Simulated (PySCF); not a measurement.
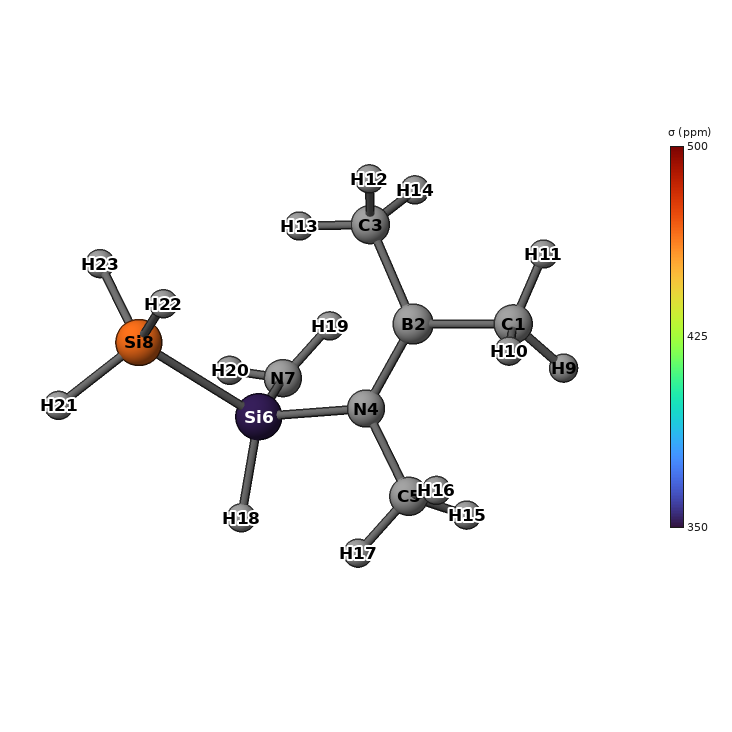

Atoms are coloured by their isotropic NMR shieldings (Si only, the others grey). The computed structure is the end point of a GFN2-xTB optimisation. No frequency run is at hand to confirm it as a minimum. Method: GIAO PBE0/pcSseg-1 NMR shielding, non-relativistic, gas phase (PySCF 2.14.0).

Give the isotropic NMR shieldings of the Si atoms atom by atom.

```
atom  σ (ppm)
 Si6    352.6
 Si8    465.8
```

The geometry is semi-empirical. Around B, Si such bond lengths and angles can be off by a tenth of an ångström or more and by several degrees, and values that hang on the shape move with them.
